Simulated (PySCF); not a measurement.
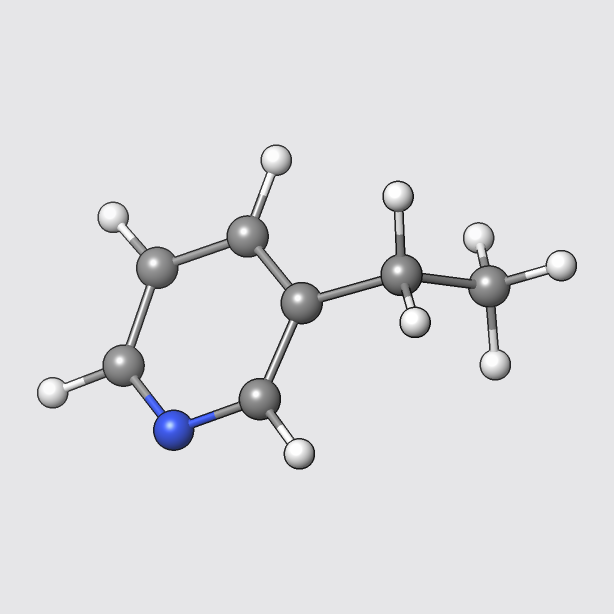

Ball-and-stick drawing of a structure. Every bond is drawn as one stick, whatever its order. Colours: carbon grey, nitrogen blue, hydrogen white.

Computed geometry: PBE0-D3(BJ)/def2-SVP optimisation. No frequency run is at hand to confirm it as a minimum.

Describe the molecule.

It has 17 atoms: 7 carbon, 9 hydrogen and 1 nitrogen (C₇H₉N). SMILES: `CCc1cccnc1`. Independent rings (smallest set): 1 of 6 members, 1 of them aromatic. The point group is C1. Coordination: 2 C tetrahedral; 5 C trigonal planar; 1 N bent.

More results for the same structure follow; atom numbers are the same in all pictures, views and colours differ.

**Geometry**

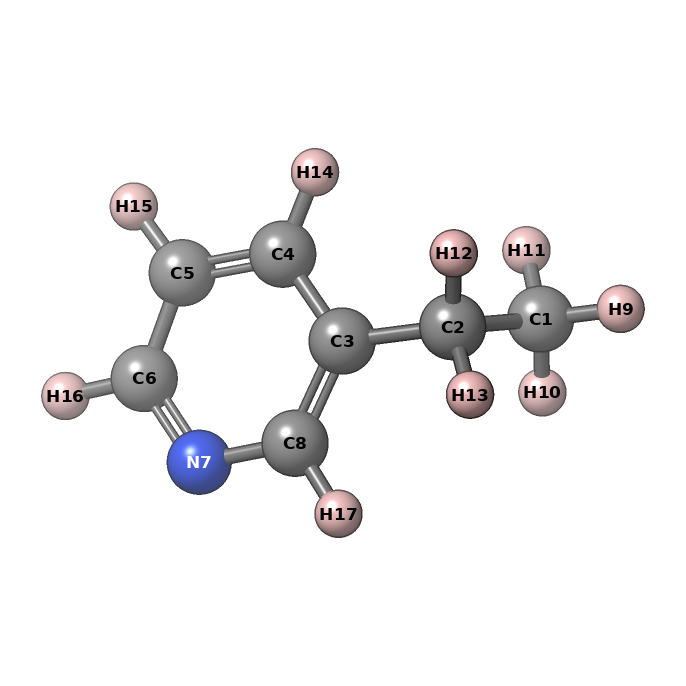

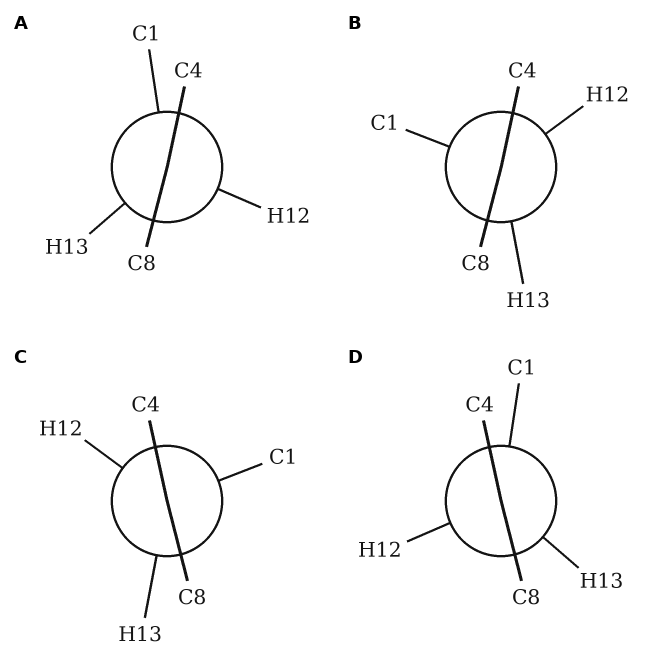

Distant atoms are faded towards the background colour. Bonds that would overlap in a projection are set slightly apart. No frequency run is at hand to confirm it as a minimum.

**Which Newman projection shows the view along C3–C2, with C3 in front?**

B. The torsion angle C4–C3–C2–C1 is −81°, about perpendicular.

**Ring current**

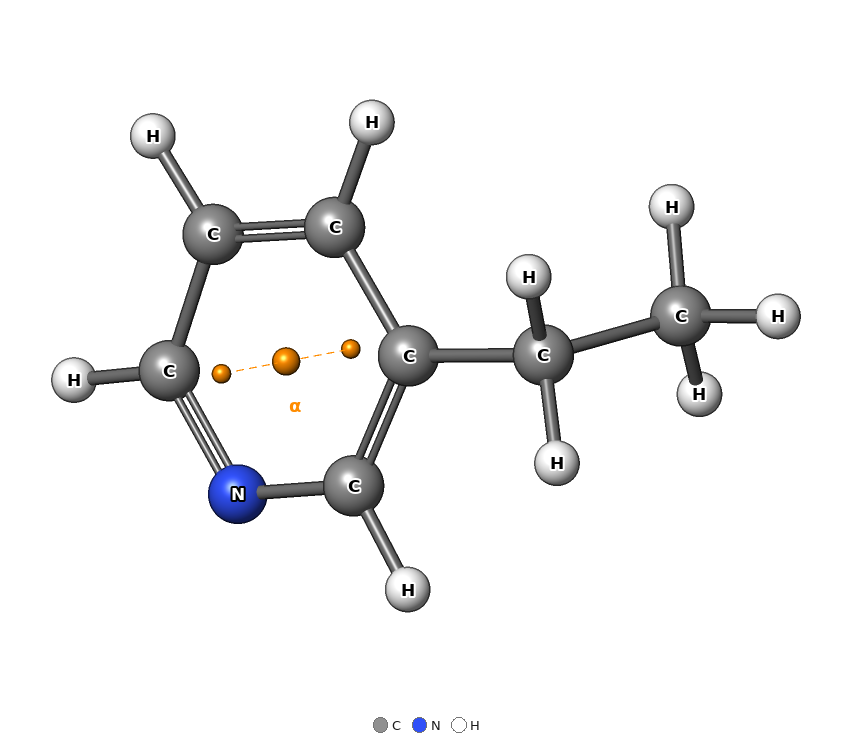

The small points mark where nucleus-independent chemical shifts (NICS) were computed: at the centre of each lettered ring and 1 Å above and below it. No frequency run is at hand to confirm it as a minimum. Method: GIAO PBE0/pcSseg-1 NMR shielding, non-relativistic, gas phase (PySCF 2.14.0).

Give NICS(0), NICS(1) and the out-of-plane component NICS(1)zz for each ring (means of the two sides).

```tsv
ring	members	NICS(0)	NICS(1)	NICS(1)zz
α	C5N	−7.6	−11.3	−28.2
```

Values in ppm.

**What do the values say about the ring currents?**

Ring α: diatropic, as in an aromatic ring. NICS is one index among several.

**Dipole moment**

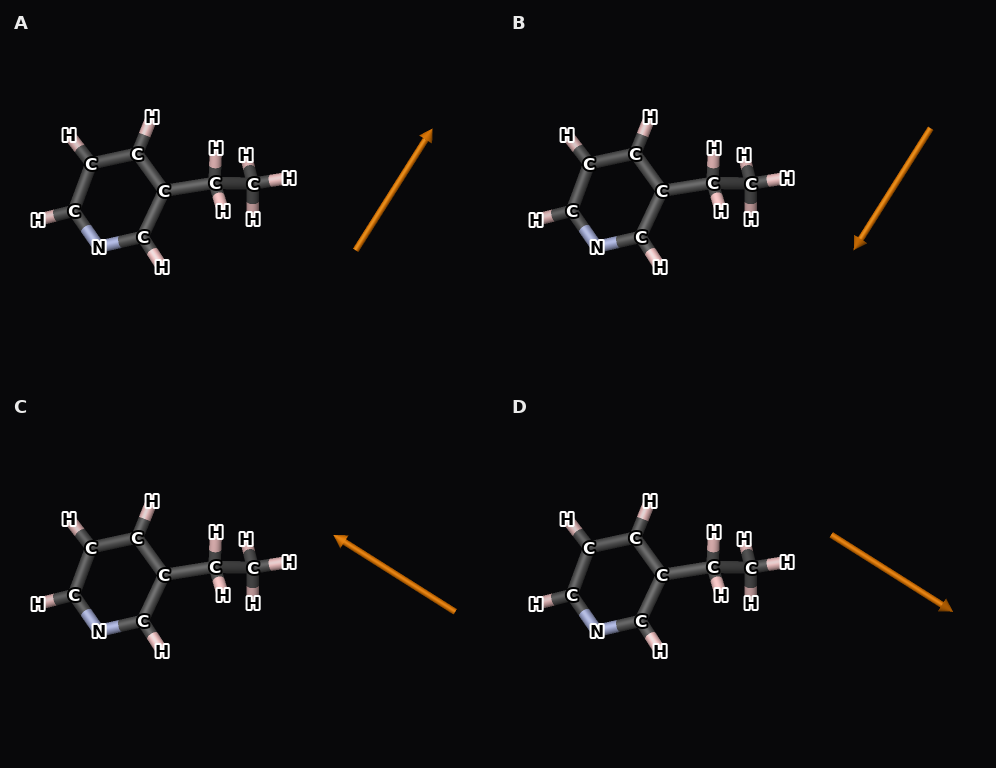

The same molecule four times, each with an arrow. No frequency run is at hand to confirm it as a minimum. Level of theory: PBE0/pcSseg-1, gas phase (PySCF 2.14.0).

**Which arrow points along the dipole moment, from the negative to the positive end?**

A. The dipole moment is 2.51 D.

**Spin–spin coupling**

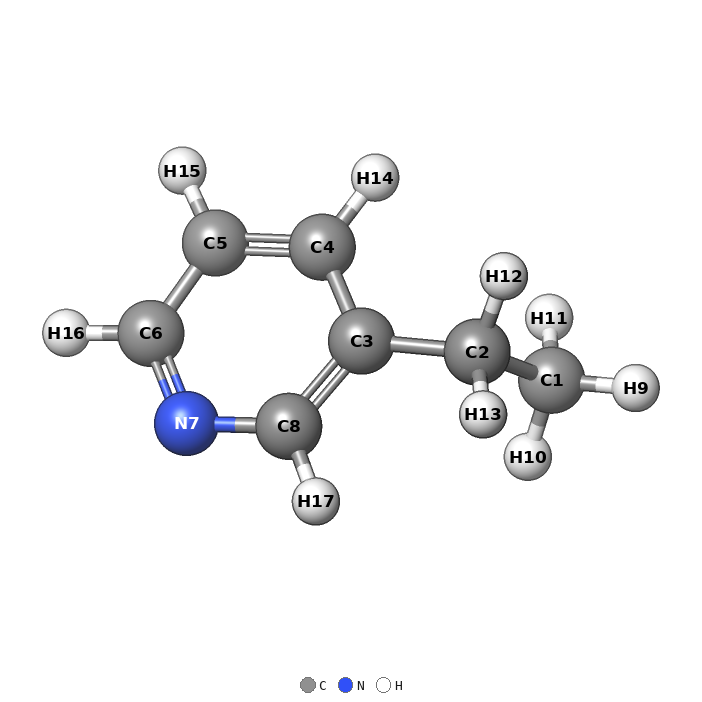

No frequency run is at hand to confirm it as a minimum. Level of theory: B3LYP/pcJ-1 indirect spin-spin coupling, non-relativistic, gas phase (PySCF 2.14.0). Isotopes: 13C, 1H, 15N.

Give the spin–spin coupling constants of these pairs, with the number of bonds between them: C3/N7, C5/N7, N7/H17, N7/H16, C4/N7, N7/H15.

```tsv
pair	bonds apart	J (Hz)
C3, N7	2	2.5
C5, N7	2	2.5
N7, H17	2	−12.7
N7, H16	2	−12.8
C4, N7	3	−3.8
N7, H15	3	−1.3
```
